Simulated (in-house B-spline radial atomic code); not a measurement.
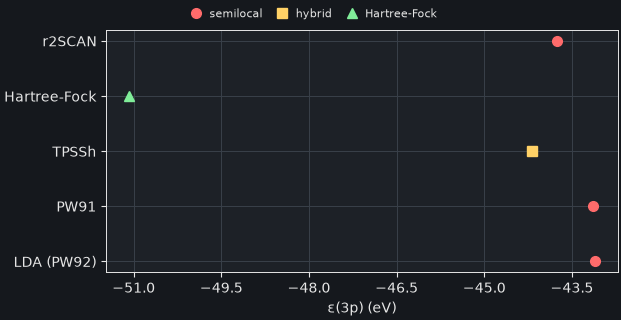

System: Ca²⁺ (Z = 20, 18 electrons), configuration [Ar]. All runs are scalar-relativistic, spin-polarised and spherical, computed with an in-house B-spline radial code (spin-free X2C). Hartree-Fock is the average over the configuration. The plot shows the eigenvalue (eV) of the 3p orbital by 5 methods.

Rank the methods.

Answer. The deepest is Hartree-Fock (−51.1) and the shallowest LDA (PW92) (−43.1), a spread of 7.96 eV. In order (eV): Hartree-Fock (−51.1), TPSSh (−44.2), r2SCAN (−43.8), PW91 (−43.1), LDA (PW92) (−43.1). On the whole, exact exchange removes self-interaction and deepens occupied levels. The measured ionisation energy (NIST) is 50.9 eV, and minus the eigenvalue comes closest to it for Hartree-Fock.
